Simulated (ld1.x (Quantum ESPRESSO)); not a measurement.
# Tantalum: generating and testing a PAW potential, part 2 of 2

Task: generate the file, and judge it by its errors in other configurations, its logarithmic derivatives, its ghosts and its cutoff.

ld1.x (Quantum ESPRESSO) 7.5; PBE, scalar-relativistic. The steps go on from the part before.

### Step 3. Transferability test

File Ta.test.in:

```
 &input
   title='Ta', zed=73., rel=1, dft='PBE', iswitch=2,
   config='[Xe] 4f14 5d3 6s1 6p0'
 /
 &test
   file_pseudo='Ta.UPF', nconf=8,
   configts(1)='5d3 6s1 6p0',
   configts(2)='5d3 6s2 6p0',
   configts(3)='5d3 6s0 6p0',
   configts(4)='5d2 6s0 6p0',
   configts(5)='5d3 6s1.5 6p0',
   configts(6)='5d4 6s1 6p0',
   configts(7)='5d3 6s0 6p2',
   configts(8)='5d3 6s0 6p1'
 /
```

The run is started by

```bash
$ ld1.x < Ta.test.in > Ta.test.out
```

Ta.test.out, the pseudopotential blocks, each with the warnings that came before it:

```text
     ---------------------- Testing the pseudopotential ----------------------

     Ta
     scalar relativistic calculation

     atomic number is 73.00   valence charge is  5.00
     dft =SLA  PW   PBX  PBC   lsd =0 sic =0 latt =0  beta=0.20 tr2=1.0E-14
     mesh =1273 r(mesh) = 100.43799 xmin = -7.00 dx = 0.01250

     n l     nl             e AE (Ry)        e PS (Ry)    De AE-PS (Ry)
     3 2     5D   1( 3.00)       -0.77071       -0.77071        0.00000
     1 0     6S   1( 1.00)       -0.85403       -0.85403        0.00000
     2 1     6P   1( 0.00)       -0.48603       -0.48603        0.00000

     eps = 1.6E-16  iter =  4

     Etot =  -31208.505287 Ry,  -15604.252643 Ha, -424613.345757 eV
     Etotps =  -634.822418 Ry,    -317.411209 Ha,   -8637.199002 eV

     Ekin =      29.339665 Ry,      14.669833 Ha,     399.186482 eV
     Encl =     -40.534145 Ry,     -20.267072 Ha,    -551.495134 eV
     Ehrt =       6.204445 Ry,       3.102223 Ha,      84.415775 eV
     Ecxc =    -629.832383 Ry,    -314.916192 Ha,   -8569.306125 eV
     (Ecc =     -21.283804 Ry,     -10.641902 Ha,    -289.580911 eV)

     ---------------------- End of pseudopotential test ----------------------

     ---------------------- Testing the pseudopotential ----------------------

     Ta
     [...]
     n l     nl             e AE (Ry)        e PS (Ry)    De AE-PS (Ry)
     3 2     5D   1( 3.00)       -0.26390       -0.26468        0.00077
     1 0     6S   1( 2.00)       -0.40000       -0.39851       -0.00149
     2 1     6P   1( 0.00)       -0.10225       -0.10190       -0.00035

     eps = 5.5E-15  iter = 15

     Etot =  -31209.127623 Ry,  -15604.563811 Ha, -424621.813070 eV
     Etotps =  -635.444121 Ry,    -317.722060 Ha,   -8645.657704 eV
     dEtot_ae =      -0.622336 Ry
     dEtot_ps =      -0.621703 Ry,   Delta E=      -0.000633 Ry

     [...]
     ---------------------- End of pseudopotential test ----------------------

     Warning: n=1, l=0 expected 0 nodes, found 1
     ---------------------- Testing the pseudopotential ----------------------

     Ta
     [...]
     n l     nl             e AE (Ry)        e PS (Ry)    De AE-PS (Ry)
     3 2     5D   1( 3.00)       -1.34589       -1.34877        0.00288
     1 0     6S   1( 0.00)       -1.35483       -1.54714        0.19232  !
     2 1     6P   1( 0.00)       -0.92183       -0.92225        0.00042

     eps = 5.8E-16  iter =  9

     Etot =  -31207.404855 Ry,  -15603.702428 Ha, -424598.373628 eV
     Etotps =  -633.721749 Ry,    -316.860875 Ha,   -8622.223645 eV
     dEtot_ae =       1.100431 Ry
     dEtot_ps =       1.100668 Ry,   Delta E=      -0.000237 Ry

     [...]
     ---------------------- End of pseudopotential test ----------------------

     ---------------------- Testing the pseudopotential ----------------------

     Ta
     [...]
     n l     nl             e AE (Ry)        e PS (Ry)    De AE-PS (Ry)
     3 2     5D   1( 2.00)       -2.14090       -2.17235        0.03145  !
     1 0     6S   1( 0.00)       -1.99759       -2.00870        0.01111  !
     2 1     6P   1( 0.00)       -1.47763       -1.48748        0.00984  !

     eps = 1.5E-17  iter =  9

     Etot =  -31205.670024 Ry,  -15602.835012 Ha, -424574.770038 eV
     Etotps =  -631.971480 Ry,    -315.985740 Ha,   -8598.410015 eV
     dEtot_ae =       2.835263 Ry
     dEtot_ps =       2.850938 Ry,   Delta E=      -0.015675 Ry

     [...]
     ---------------------- End of pseudopotential test ----------------------

     ---------------------- Testing the pseudopotential ----------------------

     Ta
     [...]
     n l     nl             e AE (Ry)        e PS (Ry)    De AE-PS (Ry)
     3 2     5D   1( 3.00)       -0.50765       -0.50808        0.00043
     1 0     6S   1( 1.50)       -0.62035       -0.61941       -0.00094
     2 1     6P   1( 0.00)       -0.28613       -0.28580       -0.00032

     eps = 9.3E-15  iter = 16

     Etot =  -31208.873240 Ry,  -15604.436620 Ha, -424618.352018 eV
     Etotps =  -635.190263 Ry,    -317.595131 Ha,   -8642.203793 eV
     dEtot_ae =      -0.367953 Ry
     dEtot_ps =      -0.367845 Ry,   Delta E=      -0.000108 Ry

     [...]
     ---------------------- End of pseudopotential test ----------------------

     BEWARE! Errors in PS-KS equations
     Warning: n=3, l=2 expected 0 nodes, found 1
     ---------------------- Testing the pseudopotential ----------------------

     Ta
     [...]
     n l     nl             e AE (Ry)        e PS (Ry)    De AE-PS (Ry)
     3 2     5D   1( 4.00)       -0.19436       -0.66214        0.46778  !
     1 0     6S   1( 1.00)       -0.36482       -0.36482        0.00000
     2 1     6P   1( 0.00)       -0.08930       -0.11609        0.02679  !

     eps = 7.2E-15  iter = 35

     Etot =  -31208.973730 Ry,  -15604.486865 Ha, -424619.719258 eV
     Etotps =  -635.079383 Ry,    -317.539691 Ha,   -8640.695190 eV
     dEtot_ae =      -0.468444 Ry
     dEtot_ps =      -0.256965 Ry,   Delta E=      -0.211479 Ry

     [...]
     ---------------------- End of pseudopotential test ----------------------

     ---------------------- Testing the pseudopotential ----------------------

     Ta
     [...]
     n l     nl             e AE (Ry)        e PS (Ry)    De AE-PS (Ry)
     3 2     5D   1( 3.00)       -0.44460       -0.44634        0.00174
     1 0     6S   1( 0.00)       -0.53050       -0.53054        0.00004
     2 1     6P   1( 2.00)       -0.19814       -0.19801       -0.00013

     eps = 9.9E-15  iter = 21

     Etot =  -31208.495905 Ry,  -15604.247952 Ha, -424613.218109 eV
     Etotps =  -634.812926 Ry,    -317.406463 Ha,   -8637.069864 eV
     dEtot_ae =       0.009382 Ry
     dEtot_ps =       0.009491 Ry,   Delta E=      -0.000110 Ry

     [...]
     ---------------------- End of pseudopotential test ----------------------

     ---------------------- Testing the pseudopotential ----------------------

     Ta
     [...]
     n l     nl             e AE (Ry)        e PS (Ry)    De AE-PS (Ry)
     3 2     5D   1( 3.00)       -0.85894       -0.86063        0.00169
     1 0     6S   1( 0.00)       -0.91743       -0.91685       -0.00058
     2 1     6P   1( 1.00)       -0.53871       -0.53839       -0.00032

     eps = 3.7E-15  iter = 18

     Etot =  -31208.131980 Ry,  -15604.065990 Ha, -424608.266663 eV
     Etotps =  -634.449061 Ry,    -317.224531 Ha,   -8632.119230 eV
     dEtot_ae =       0.373306 Ry
     dEtot_ps =       0.373356 Ry,   Delta E=      -0.000050 Ry

     [...]
     ---------------------- End of pseudopotential test ----------------------
```

1 test gave no usable energy difference (5d4 6s1 6p0).

Excitation and ionisation energies from 5d3 6s1 6p0, with the error of the potential. A star marks tests that logged a warning.

| valence configuration | charge | ΔE all-electron (eV) | error AE − PS (meV) |
| --- | --- | --- | --- |
| 5d3 6s2 6p0 | 0 | -8.467 | -8.6 |
| 5d3 6s0 6p0 * | +2 | 14.972 | -3.2 |
| 5d2 6s0 6p0 | +3 | 38.576 | -213 |
| 5d3 6s1.5 6p0 | +0.5 | -5.006 | -1.5 |
| 5d3 6s0 6p2 | 0 | 0.128 | -1.5 |
| 5d3 6s0 6p1 | +1 | 5.079 | -0.7 |

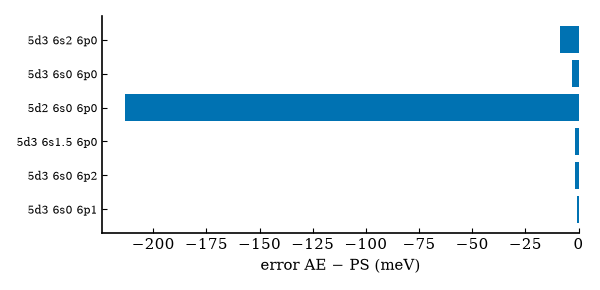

Error of the potential in each test configuration.

### Step 4. Does it scatter like the atom?

Taken from the files of the generation run. The phase is arctan(r·u′/u) with u = r·R, unwrapped, with energies in Ry. A pole is an energy at which the radial function vanishes at the test radius. The pseudo phase is shifted by a multiple of π to meet the all-electron one at the reference energy. Levels narrower than the energy grid can be missing from the poles. Where the grid stepped over a known ghost or core level, its pole and its step of π were put in at the level's energy. The last column is the largest difference on the grid between −1 and +1 Ry.

| channel | radius (bohr) | reference (Ry) | poles AE | poles PS | window around the reference with phases within 0.05 rad (Ry) | largest difference near zero (rad) |
| --- | --- | --- | --- | --- | --- | --- |
| s | 3.97 | -0.85 | -0.46, 3.02 | -0.92, -0.46, 2.97 | -0.9 to 4.4 | 0.001 |
| p | 3.97 | -0.49 | 0.32, 4.07 | 0.32, 1.35, 4.27 | below 1.2 | 0.003 |
| d | 3.97 | -0.77 | -0.68, 1.78 | -0.68, 1.79, 4.51 | below 3.3 | 0.002 |

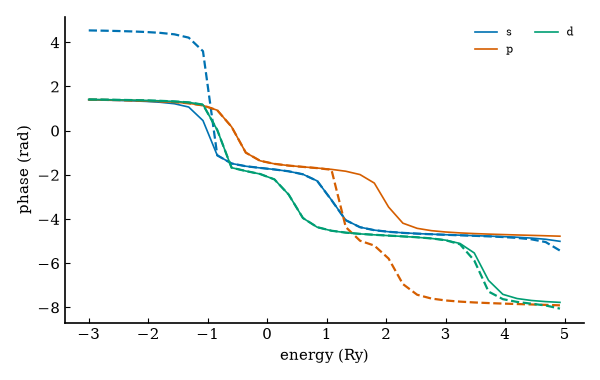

All-electron (solid) and pseudo (dashed) phases against energy.

### Step 5. Cutoff and ghost test in a Bessel basis

This step uses the generator's waves and projectors in a separate script. Basis: spherical Bessel functions vanishing at 20 bohr, q² up to the cutoff; potential fixed at the reference.

All-electron valence levels (Ry): 6s -0.8540, 6p -0.4860, 5d -0.7707. The lowest levels of each channel (Ry) by cutoff; the last column sums, over occupied levels, occupation times the distance from the level at 400 Ry. A positive value at high cutoff is not a bound level.

| cutoff (Ry) | s #1 | s #2 | p #1 | d #1 | f #1 | Σ f·Δε (mRy) |
| --- | --- | --- | --- | --- | --- | --- |
| 8 | -0.8539 | -0.2371 | -0.4860 | -0.3397 | -0.0655 | 1293.1 |
| 10 | -0.8540 | -0.2371 | -0.4860 | -0.4396 | -0.0656 | 993.4 |
| 12 | -0.8540 | -0.4972 | -0.4860 | -0.7017 | -0.0656 | 207.2 |
| 15 | -0.8540 | -0.7297 | -0.4860 | -0.7639 | -0.0656 | 20.5 |
| 18 | -0.8750 | -0.8540 | -0.4860 | -0.7703 | -0.0656 | 1.2 |
| 21 | -0.9055 | -0.8540 | -0.4860 | -0.7703 | -0.0656 | 1.1 |
| 25 | -0.9164 | -0.8540 | -0.4860 | -0.7705 | -0.0656 | 0.7 |
| 30 | -0.9213 | -0.8540 | -0.4860 | -0.7707 | -0.0656 | 0.2 |
| 35 | -0.9227 | -0.8540 | -0.4860 | -0.7707 | -0.0656 | 0.1 |
| 400 | -0.9232 | -0.8540 | -0.4860 | -0.7707 | -0.0656 | 0.0 |

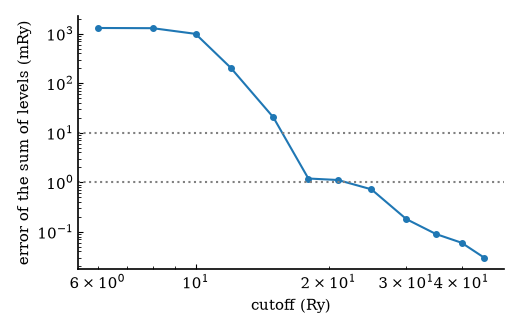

Occupation-weighted error of the valence levels against the cutoff; the dotted lines mark 10 and 1 mRy.

The sum stays within 10 mRy from 18 Ry and within 1 mRy from 25 Ry. The sum leaves out empty levels, which can need more. Ghost test: ghost state, bound below the all-electron valence or empty levels of the same l: s at -12.6 eV.

### Step 6. Results

What follows sums up all 2 parts.

| quantity | value |
| --- | --- |
| cutoffs for 10 and 1 mRy, occupied levels | 18 Ry and 25 Ry |
| bound ghosts | s at -12.56 eV |
| largest test error (AE − PS) | -213 meV, for 5d2 6s0 6p0 (1 test unsolved) |
| largest phase difference near zero energy, channels read | 0.003 rad |
| lowest eigenvalue of the overlap (Bessel basis) | 0.377 (s) |

It has a bound ghost (s), a state that the atom doesn't have, and that rules the file out. The worst unpolarised test, 5d2 6s0 6p0, is off by 213 meV on 38.6 eV; by total energies transferability rates as poor. Of the tests 1 gave no usable energy difference, which is a warning in itself. It counts as soft on the atom at that tolerance, with 18 Ry needed at the looser tolerance. The slowest occupied level is 5d: taken alone it needs 18 Ry to come within 1 mRy, against 6 Ry or less for 6s. Near zero energy the phases of the channels with partial waves agree within 0.003 rad. The pseudo curves have poles with no partner nearby in the atom's: s at -0.92 Ry, p at 1.35 Ry. At positive energy that is a spurious or a displaced resonance. These are tests on the free atom; a crystal test is still owed.
